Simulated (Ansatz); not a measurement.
**H7NOSi2Sn: how energies converge with the basis set**

How large a basis does H7NOSi2Sn need? Two functionals are run in growing sets.

Method: one geometry, several basis sets; program: Ansatz 0.2.0, Gaussian basis.

Plan: PBE0-D4/def2-SVP; ωB97M-V/def2-SVP; PBE0-D4/def2-QZVPP; ωB97M-V/def2-QZVPP; the functionals' def2-TZVPP values are taken from earlier runs.

## 1. Structure used throughout

An earlier PBE0-D4 in a triple-zeta def2 set relaxation fixed the geometry. Sn takes the def2 core potential; no spin-orbit term is included.

SMILES `[OH][Sn][N]([SiH3])[SiH3]`, 12 atoms, charge 0, spin multiplicity 1.

Atoms are counted from 1 here; the program's logs count them from 0.

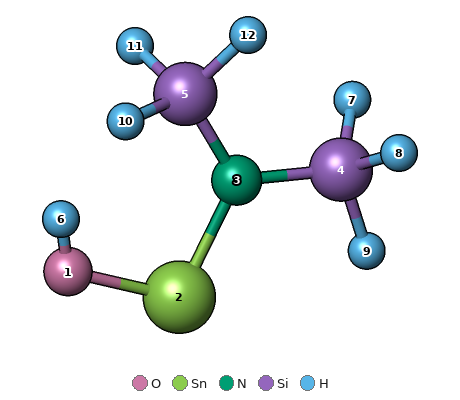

The geometry (oxygen pink, tin green, nitrogen teal, silicon purple, hydrogen blue); atoms are numbered from 1 in the order of the file.

## 2. PBE0-D4 in def2-SVP

Contents of in.yaml:

```yaml
crystal:
  periodic: [false, false, false]
  atoms:
    - {symbol: O, position_ang: [1.283061, 2.463201, -1.228745]}
    - {symbol: Sn, position_ang: [0.419345, 2.211511, 0.527829]}
    - {symbol: N, position_ang: [-0.071038, 0.195857, 0.325872]}
    - {symbol: Si, position_ang: [-0.845510, -0.560299, 1.674365]}
    - {symbol: Si, position_ang: [0.200400, -0.722756, -1.111683]}
    - {symbol: H, position_ang: [1.445005, 1.691657, -1.780434]}
    - {symbol: H, position_ang: [-2.175433, -1.126803, 1.315569]}
    - {symbol: H, position_ang: [-0.025635, -1.659894, 2.252041]}
    - {symbol: H, position_ang: [-1.043636, 0.483187, 2.722397]}
    - {symbol: H, position_ang: [1.487158, -0.328992, -1.757084]}
    - {symbol: H, position_ang: [-0.875457, -0.528625, -2.121858]}
    - {symbol: H, position_ang: [0.278839, -2.173246, -0.784071]}
basis:
  gaussian: {orbitals: def2-SVP}
hamiltonian: {xc: pbe0, dispersion: d4}
output: {orbitals: {seedname: orbitals}}
```

Launch:

```console
$ ansatz run in.yaml --threads 4 --pin off --events-out ev --progress --plain --max-ram 11315MiB
```

The program printed:

```text
Functional definition: PBE0
  name "PBE0"
  cite "Adamo & Barone, J. Chem. Phys. 110, 6158 (1999) doi:10.1063/1.478522"
  cite "Perdew, Burke & Ernzerhof, Phys. Rev. Lett. 77, 3865 (1996) doi:10.1103/PhysRevLett.77.3865"
  parent pbe
  parameter a = 0.25
  parameter kappa = 0.804
  parameter beta = 0.06672455060314922
  exchange = (1 - a)*pbe_x(kappa = kappa, mu = beta*pi^2/3) + a*exact_x
  correlation = pbe_c(beta = beta)
1301 factors; integrals over basis functions are off by at most 1.1e-3 eV
mean field evaluation 1: about -25210.1963 eV, gradient 7.4e1 eV
mean field evaluation 2: about -25163.9021 eV, gradient 1.5e2 eV
mean field evaluation 4: about -25220.3262 eV, gradient 1.9e1 eV
mean field evaluation 8: about -25221.1293 eV, gradient 5.4e-1 eV
mean field evaluation 16: about -25221.1303 eV, gradient 1.2e-4 eV
mean field -25221.13027959 eV, -926.8594422787 hartree, gradient 2.0e-5 eV, S^2 0.000000; 0 other end points of the search recorded, 0 dependent functions left out
reference -25221.13031234 eV, -926.8594434823 hartree; 36, 36 occupied and 89, 89 virtual orbitals, 1301 factors
Total energy: -25221.46133079 eV, -926.8716081860 hartree
```

It took 3 s on 4 threads of Arm Neoverse V1, shared host; peak memory 0.31 GiB.

## 3. ωB97M-V in def2-SVP

in.yaml, as its differences from that of step 2:

```diff
@@ -17,3 +17,3 @@
   gaussian: {orbitals: def2-SVP}
-hamiltonian: {xc: pbe0, dispersion: d4}
+hamiltonian: {xc: {name: wB97M-V}}
 output: {orbitals: {seedname: orbitals}}
```

The command is unchanged.

The program printed (excerpt; [...] marks lines left out):

```text
Functional definition: wB97M-V
  name "wB97M-V"
  cite "Mardirossian & Head-Gordon, J. Chem. Phys. 144, 214110 (2016) doi:10.1063/1.4952647"
  cite "Becke, J. Chem. Phys. 107, 8554 (1997) doi:10.1063/1.475007"
  cite "Vydrov & Van Voorhis, J. Chem. Phys. 133, 244103 (2010) doi:10.1063/1.3521275"
  # Of w^i u^j: cxij and so on, Table III.
[...]
  gx(w, u) = 1 - cx + cx01*u + cx10*w
  gss(w, u) = css00 + css04*u^4 + css10*w + css20*w^2 + css43*w^4*u^3
  gos(w, u) = cos00 + cos10*w + (cos20 + cos21*u)*w^2 + (cos60 + cos61*u)*w^6
[...]
      + integral(e_c_pw_mod_opposite_spin*gos(b97_w_opposite, b97_u_opposite)) + vv10(b, c)
1301 factors; integrals over basis functions are off by at most 1.1e-3 eV
415 factors; integrals over basis functions are off by at most 6.6e-6 eV
[...]
mean field -25227.74441408 eV, -927.1025072381 hartree, gradient 7.6e-5 eV, S^2 0.000000; 0 other end points of the search recorded, 0 dependent functions left out
reference -25227.74446505 eV, -927.1025091112 hartree; 36, 36 occupied and 89, 89 virtual orbitals, 1301 factors
Total energy: -25227.74446505 eV, -927.1025091112 hartree
```

Wall time 11 s (4 threads of Arm Neoverse V1, shared host); peak memory 0.47 GiB.

## 4. PBE0-D4 in def2-QZVPP

in.yaml, as its differences from that of step 3:

```diff
@@ -16,4 +16,4 @@
 basis:
-  gaussian: {orbitals: def2-SVP}
-hamiltonian: {xc: {name: wB97M-V}}
+  gaussian: {orbitals: "def2-QZVPP.json"}
+hamiltonian: {xc: pbe0, dispersion: d4}
 output: {orbitals: {seedname: orbitals}}
```

Same command.

The program printed:

```text
Functional definition: PBE0
  name "PBE0"
  cite "Adamo & Barone, J. Chem. Phys. 110, 6158 (1999) doi:10.1063/1.478522"
  cite "Perdew, Burke & Ernzerhof, Phys. Rev. Lett. 77, 3865 (1996) doi:10.1103/PhysRevLett.77.3865"
  parent pbe
  parameter a = 0.25
  parameter kappa = 0.804
  parameter beta = 0.06672455060314922
  exchange = (1 - a)*pbe_x(kappa = kappa, mu = beta*pi^2/3) + a*exact_x
  correlation = pbe_c(beta = beta)
2014 factors; their error is unknown
mean field evaluation 1: about -25217.5352 eV, gradient 9.0e1 eV
mean field evaluation 2: about -25149.0172 eV, gradient 1.8e2 eV
mean field evaluation 4: about -25232.2289 eV, gradient 9.4e0 eV
mean field evaluation 8: about -25232.3545 eV, gradient 2.1e-1 eV
mean field evaluation 16: about -25232.4344 eV, gradient 2.7e-4 eV
mean field -25232.43443751 eV, -927.2748624201 hartree, gradient 2.5e-5 eV, S^2 0.000000; 0 other end points of the search recorded, 0 dependent functions left out
reference -25232.43448538 eV, -927.2748641794 hartree; 36, 36 occupied and 510, 510 virtual orbitals, 2014 factors
Total energy: -25232.76550383 eV, -927.2870288831 hartree
```

Run time: 29 s. Hardware: 4 threads of Arm Neoverse V1, shared host; peak memory 2.7 GiB.

## 5. ωB97M-V in def2-QZVPP

in.yaml, as its differences from that of step 4:

```diff
@@ -17,3 +17,3 @@
   gaussian: {orbitals: "def2-QZVPP.json"}
-hamiltonian: {xc: pbe0, dispersion: d4}
+hamiltonian: {xc: {name: wB97M-V}}
 output: {orbitals: {seedname: orbitals}}
```

Same command.

The program printed (excerpt; [...] marks lines left out):

```text
Functional definition: wB97M-V
  name "wB97M-V"
  cite "Mardirossian & Head-Gordon, J. Chem. Phys. 144, 214110 (2016) doi:10.1063/1.4952647"
  cite "Becke, J. Chem. Phys. 107, 8554 (1997) doi:10.1063/1.475007"
  cite "Vydrov & Van Voorhis, J. Chem. Phys. 133, 244103 (2010) doi:10.1063/1.3521275"
  # Of w^i u^j: cxij and so on, Table III.
[...]
  gx(w, u) = 1 - cx + cx01*u + cx10*w
  gss(w, u) = css00 + css04*u^4 + css10*w + css20*w^2 + css43*w^4*u^3
  gos(w, u) = cos00 + cos10*w + (cos20 + cos21*u)*w^2 + (cos60 + cos61*u)*w^6
[...]
      + integral(e_c_pw_mod_opposite_spin*gos(b97_w_opposite, b97_u_opposite)) + vv10(b, c)
1957 factors; their error is unknown
479 factors; integrals over basis functions are off by at most 1.8e-5 eV
[...]
mean field -25239.18865088 eV, -927.5230751835 hartree, gradient 5.5e-5 eV, S^2 0.000000; 0 other end points of the search recorded, 0 dependent functions left out
reference -25239.18872836 eV, -927.5230780306 hartree; 36, 36 occupied and 510, 510 virtual orbitals, 1957 factors
Total energy: -25239.18872836 eV, -927.5230780306 hartree
```

It took 54 s on 4 threads of Arm Neoverse V1, shared host; peak memory 3 GiB.

## 6. Density functionals: the series

The def2-TZVPP values come from earlier runs at the same geometry.

```tsv
functional	basis	functions	energy (eV)	from the largest (eV)	HOMO (eV)	LUMO (eV)
PBE0-D4	def2-SVP	125	-25221.4613	11.304	-7.54	-2.05
PBE0-D4	def2-TZVPP	294	-25231.9331	0.832	-7.64	-2.18
PBE0-D4	def2-QZVPP	546	-25232.7655	0.000	-7.66	-2.21
ωB97M-V	def2-SVP	125	-25227.7445	11.444	-9.68	-0.26
ωB97M-V	def2-TZVPP	294	-25238.4128	0.776	-9.82	-0.49
ωB97M-V	def2-QZVPP	546	-25239.1887	0.000	-9.84	-0.55
```

## 7. What came out

```
                                       quantity           value
PBE0-D4: double and triple zeta above quadruple  11.30, 0.83 eV
ωB97M-V: double and triple zeta above quadruple  11.44, 0.78 eV
```

PBE0-D4 gains 10.47 eV from double to triple zeta, then 0.83 eV more. These are total energies; as a rule much of such shifts cancels in differences, which this series doesn't test.

For PBE0-D4 the largest set took about 10 times as long as the smallest (29 s against 3 s).
